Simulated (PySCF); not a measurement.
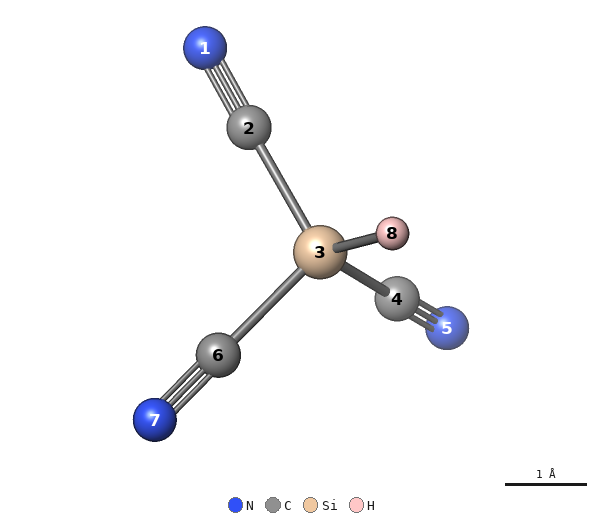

Orthographic view. Distant atoms are faded towards the background colour. The computed structure is the end point of a PBE0-D3(BJ)/def2-SVP optimisation. No frequency run is at hand to confirm it as a minimum.

Write a MOL file (V2000) with the atoms in numerical order, bonds sorted by atom number with the orders drawn, and coordinates in the frame of the picture: x right, y up, z towards the viewer, origin at the mean position.

```
C3HN3Si
                    3D

  8  7  0  0  0  0  0  0  0  0999 V2000
   -1.1500    2.6000   -0.3900 N   0  0  0  0  0  0  0  0  0  0  0  0
   -0.6100    1.6200   -0.1100 C   0  0  0  0  0  0  0  0  0  0  0  0
    0.2800    0.0700    0.3500 Si  0  0  0  0  0  4  0  0  0  0  0  0
    1.2300   -0.5100   -1.1100 C   0  0  0  0  0  0  0  0  0  0  0  0
    1.8500   -0.8700   -2.0200 N   0  0  0  0  0  0  0  0  0  0  0  0
   -0.9900   -1.2100    0.7500 C   0  0  0  0  0  0  0  0  0  0  0  0
   -1.7800   -2.0100    1.0300 N   0  0  0  0  0  0  0  0  0  0  0  0
    1.1700    0.3000    1.5000 H   0  0  0  0  0  0  0  0  0  0  0  0
  1  2  3  0
  2  3  1  0
  3  4  1  0
  3  6  1  0
  3  8  1  0
  4  5  3  0
  6  7  3  0
M  END
```
